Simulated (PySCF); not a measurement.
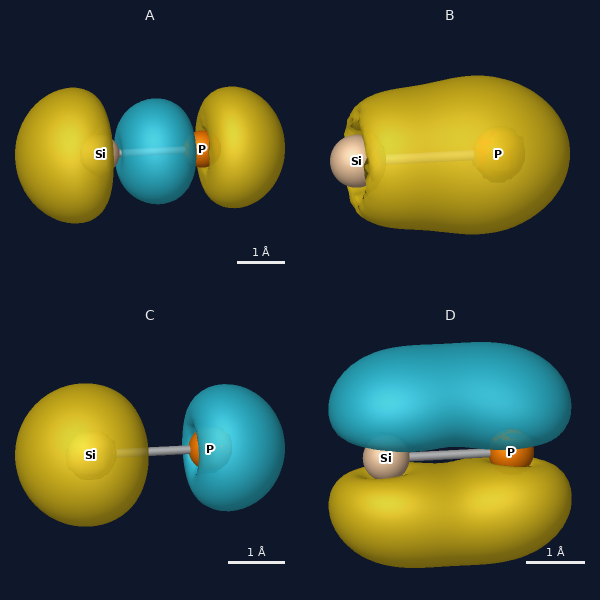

The picture shows: SiP (charge +1, triplet). Four frontier β-spin orbitals, each drawn at the value that holds 80 % of its norm (yellow and cyan are the two phases), in no order; of a degenerate pair one member is drawn.

All numbers below come from PySCF, PBE0/def2-SVPD, non-relativistic Hamiltonian with scalar-relativistic core potentials where named, at a bond length of 2.240 Å.

Q: Label each orbital by symmetry, say whether it is occupied, and order them by energy.

A: Orbital B: σ, occupied in this spin, −22.53 eV; shared between the atoms (Si 35 %, P 65 %).
Orbital C: σ, occupied in this spin, −17.83 eV; shared between the atoms (Si 60 %, P 40 %).
Orbital A: σ, occupied in this spin, −13.48 eV; shared between the atoms (Si 50 %, P 50 %).
Orbital D: π, empty in this spin, −10.71 eV; bonding, with no node between the atoms.
